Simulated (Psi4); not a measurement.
# Energy and gradient calculation of CH₆In

System: CH₆In, multiplicity 2.
Method: BLYP/def2-SVP, UKS (Psi4 1.11).

The run did not end well. The geometry comes from this level: GFN1-xTB.

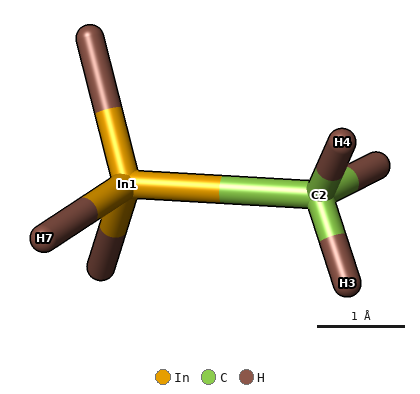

The input geometry (stick view, seen at a tilt; atoms are numbered from 1 in the order of the input). Sticks mark near contacts. Bond lengths as drawn: C–H 1.10 Å, C–In 2.29 Å and H–In 1.76 Å.

## The input (job.inp)
```
memory 1.6 GB

molecule m {
  0 2
  In    -0.001350     0.004040    -1.090270
  C      0.001900    -0.004620     1.198730
  H     -1.006230     0.050170     1.635270
  H      0.555220     0.839750     1.635590
  H      0.458590    -0.907510     1.631170
  H      1.663550    -0.013990    -1.671780
  H     -0.817460     1.457620    -1.665590
  H     -0.854210    -1.425450    -1.673120
  units angstrom
  symmetry c1
  no_reorient
  no_com
}

set basis def2-SVP
set reference uks
set puream true
set e_convergence 1e-09
set d_convergence 1e-06
set scf_type pk
set dft_radial_points 99
set dft_spherical_points 590
set maxiter 100
set soscf true
set soscf_start_convergence 0.001

result, w = gradient('blyp', return_wfn=True)
oeprop(w, 'WIBERG_LOWDIN_INDICES', 'LOWDIN_CHARGES', 'MAYER_INDICES', title='BLYP')
```

Launch command:
```bash
psi4 -n 1 job.inp job.out
```

## The program's output
```
Psi4 1.11 release

gradient() will perform analytic gradient computation.

   => Loading Basis Set <=

    Name: DEF2-SVP
    Role: ORBITAL
    Keyword: BASIS

    !!!  WARNING: ECP capability is in beta. Please check occupations closely.  !!!

         ---------------------------------------------------------
                                   SCF
                              UKS Reference
                        1 Threads,   1525 MiB Core
         ---------------------------------------------------------

  ==> Geometry <==

    Molecular point group: c1
    Full point group: C1

    Geometry (in Angstrom), charge = 0, multiplicity = 2:

       Center              X                  Y                   Z               Mass
    ------------   -----------------  -----------------  -----------------  -----------------
         IN          -0.001350000000     0.004040000000    -1.090270000000   114.903878776000
         C            0.001900000000    -0.004620000000     1.198730000000    12.000000000000
         H           -1.006230000000     0.050170000000     1.635270000000     1.007825032230
         H            0.555220000000     0.839750000000     1.635590000000     1.007825032230
         H            0.458590000000    -0.907510000000     1.631170000000     1.007825032230
         H            1.663550000000    -0.013990000000    -1.671780000000     1.007825032230
         H           -0.817460000000     1.457620000000    -1.665590000000     1.007825032230
         H           -0.854210000000    -1.425450000000    -1.673120000000     1.007825032230

  Running in c1 symmetry.

  Rotational constants: A =      1.46929  B =      0.09574  C =      0.09574 [cm^-1]
  Rotational constants: A =  44048.32384  B =   2870.34355  C =   2870.18175 [MHz]
  Nuclear repulsion =   73.746356879251891

  Charge       = 0
  Multiplicity = 2
  Electrons    = 33
  Nalpha       = 17
  Nbeta        = 16

  ==> Algorithm <==

  SCF Algorithm Type is PK.
  DIIS enabled.
  MOM disabled.
  Fractional occupation disabled.
  Guess Type is SAD.
  Energy threshold   = 1.00e-09
  Density threshold  = 1.00e-06
  Integral threshold = 1.00e-12

  ==> Primary Basis <==

  Basis Set: DEF2-SVP
    Blend: DEF2-SVP
    Number of shells: 34
    Number of basis functions: 70
    Number of Cartesian functions: 73
    Spherical Harmonics?: true
    Max angular momentum: 2

  Core potential: DEF2-SVP
    Number of shells: 4
    Number of ECP primitives: 18
    Number of ECP core electrons: 28
    Max angular momentum: 3

  ==> DFT Potential <==

   => LibXC <=

    Version 7.1.2

   => Composite Functional: BLYP <=

    BLYP GGA Exchange-Correlation Functional

    Deriv               =              1
    GGA                 =           TRUE
    Meta                =          FALSE

    Exchange Hybrid     =          FALSE
    MP2 Hybrid          =          FALSE

   => Exchange Functionals <=

    1.0000     XC_GGA_X_B88

   => Correlation Functionals <=

    1.0000     XC_GGA_C_LYP

   => LibXC Density Thresholds  <==

    XC_GGA_C_LYP:  1.00E-14
    XC_GGA_X_B88:  1.00E-15

   => Molecular Quadrature <=

    Radial Scheme          =       TREUTLER
    Pruning Scheme         =           NONE
    Nuclear Scheme         =       TREUTLER

    Blocking Scheme        =         OCTREE
    BS radius alpha        =              1
    Pruning alpha          =              1
    Radial Points          =             99
    Spherical Points       =            590
    Total Points           =         445624
    Total Blocks           =           3211
    Max Points             =            256
    Max Functions          =             70
    Weights Tolerance      =       1.00E-15

  ==> Integral Setup <==

  Using in-core PK algorithm.
   Calculation information:
      Number of atoms:                   8
      Number of AO shells:              34
      Number of primitives:             65
      Number of atomic orbitals:        73
      Number of basis functions:        70

      Integral cutoff                 1.00e-12
      Number of threads:                 1

  Performing in-core PK
  Using 6177710 doubles for integral storage.
  We computed 174501 shell quartets total.
  Whereas there are 177310 unique shell quartets.

  ==> DiskJK: Disk-Based J/K Matrices <==

    J tasked:                  Yes
    K tasked:                   No
    wK tasked:                  No
    Memory [MiB]:              383
    Schwarz Cutoff:          1E-12

  Cached 100.0% of DFT collocation blocks in 0.743 [GiB].

  Minimum eigenvalue in the overlap matrix is 1.4578167284E-02.
  Reciprocal condition number of the overlap matrix is 2.8301822146E-03.
    Using symmetric orthogonalization.

  ==> Pre-Iterations <==

  SCF Guess: Superposition of Atomic Densities via on-the-fly atomic UHF (no occupation information).

   -------------------------
    Irrep   Nso     Nmo
   -------------------------
     A         70      70
   -------------------------
    Total      70      70
   -------------------------

  ==> Iterations <==

                        Total Energy        Delta E     RMS |[F,P]|

   @UKS iter SAD:  -230.44778608865201   -2.30448e+02   0.00000e+00
   @UKS iter   1:  -231.10390128385322   -6.56115e-01   1.26781e-02 DIIS/ADIIS
   @UKS iter   2:  -229.97258083817792    1.13132e+00   1.90985e-02 DIIS/ADIIS
   @UKS iter   3:  -231.50869227975517   -1.53611e+00   3.13180e-03 DIIS/ADIIS
   @UKS iter   4:  -231.47423668127789    3.44556e-02   4.51620e-03 DIIS/ADIIS
   @UKS iter   5:  -231.54397405058859   -6.97374e-02   2.51300e-03 DIIS/ADIIS
   @UKS iter   6:  -231.52786740531337    1.61066e-02   2.57715e-03 DIIS/ADIIS
   @UKS iter   7:  -231.56174904055067   -3.38816e-02   1.63119e-03 DIIS/ADIIS
   @UKS iter   8:  -231.52430601057887    3.74430e-02   2.71502e-03 DIIS/ADIIS
   @UKS iter   9:  -231.56326485509638   -3.89588e-02   1.53826e-03 DIIS/ADIIS
[... 81 lines of further cycles ...]
   @UKS iter  91:  -231.55012522059209   -1.83979e-02   2.21355e-03 DIIS/ADIIS
   @UKS iter  92:  -231.55917225103434   -9.04703e-03   1.79004e-03 DIIS/ADIIS
   @UKS iter  93:  -231.53023488293999    2.89374e-02   2.59757e-03 DIIS/ADIIS
   @UKS iter  94:  -231.53169823348225   -1.46335e-03   2.53918e-03 DIIS/ADIIS
   @UKS iter  95:  -231.53447184316929   -2.77361e-03   2.44140e-03 DIIS/ADIIS
   @UKS iter  96:  -231.53405239622128    4.19447e-04   2.48548e-03 DIIS/ADIIS
   @UKS iter  97:  -231.52879478813944    5.25761e-03   2.61195e-03 DIIS/ADIIS
   @UKS iter  98:  -231.52798994490868    8.04843e-04   2.62259e-03 DIIS/ADIIS
   @UKS iter  99:  -231.56144460264130   -3.34547e-02   1.66861e-03 DIIS/ADIIS
   @UKS iter 100:  -231.54780710726627    1.36375e-02   1.93773e-03 DIIS/ADIIS

PsiException: Could not converge SCF iterations in 100 iterations.

  Failed to converge.

psi4.driver.p4util.exceptions.SCFConvergenceError: Could not converge SCF iterations in 100 iterations.

Printing out the relevant lines from the Psithon --> Python processed input file:
    core.set_global_option("DFT_RADIAL_POINTS", 99)
    core.set_global_option("DFT_SPHERICAL_POINTS", 590)
    core.set_global_option("MAXITER", 100)
    core.set_global_option("SOSCF", "true")
    core.set_global_option("SOSCF_START_CONVERGENCE", 0.001)
--> result, w = gradient('blyp', return_wfn=True)
    oeprop(w, 'WIBERG_LOWDIN_INDICES', 'LOWDIN_CHARGES', 'MAYER_INDICES', title='BLYP')

!-------------------------------------------------------!
!                                                       !
!  Could not converge SCF iterations in 100 iterations. !
!                                                       !
!-------------------------------------------------------!

    Psi4 run time: 0:01:18.86
```

## What the run reported

```tsv
quantity	value
outcome	not converged
hardware	1 thread of Intel Xeon (Granite Rapids), 64 GiB of memory available, shared host
wall time	80 s
peak memory	1.1 GiB
```

The run did not converge: “Could not converge SCF iterations in 100 iterations.” Its last values are not results.
